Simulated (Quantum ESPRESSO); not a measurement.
# Dipole at the next field: In2STe, 1 layer

How the rows were computed: Quantum ESPRESSO 7.5, LDA, GBRV ultrasoft; sawtooth field along the normal with dipole correction, ions clamped, threshold 1e-9 Ry; cell area 15.025 Å².

```tsv
field (V/Å)	dipole (e Å a cell)
0	−0.04360
0.1	0.01770
0.2	0.07909
```

**Question.** What is the dipole at −0.2 V/Å, and what electrostatic thickness 4πα/A follows from the rows?

By hand: The slope is (0.07909 − (−0.04360))/0.2 = 0.6134 e Å²/V, so 4πα/A = 180.95 × 0.6134/15.025 = 7.39 Å. Linear response gives p = −0.04360 + 0.6134 × (−0.2) = −0.16629 e Å; a parabola through the three rows gives −0.16593.

What the calculation gave: p = −0.16599 e Å. The line misses by 0.2 % of the induced dipole and the parabola by 0.0 %. The response is linear over this range.

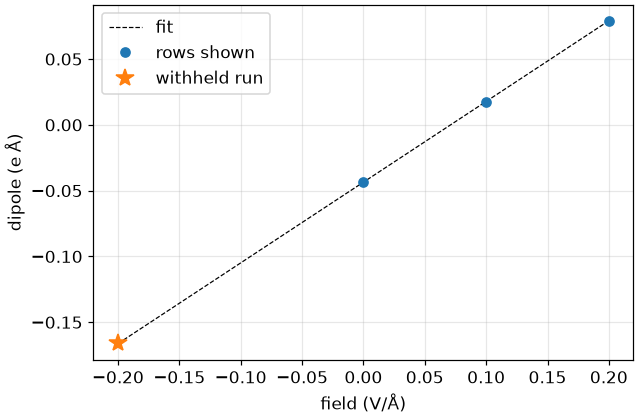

The rows shown, the fit and the withheld run.

**Limits.** Electrons alone respond; local and semilocal functionals tend to overscreen.

[Logs are printed without paths, hosts, clocks, repeated set-up lines and the standing remarks that a program may print on its own settings, such as how far it seeks lower states.]
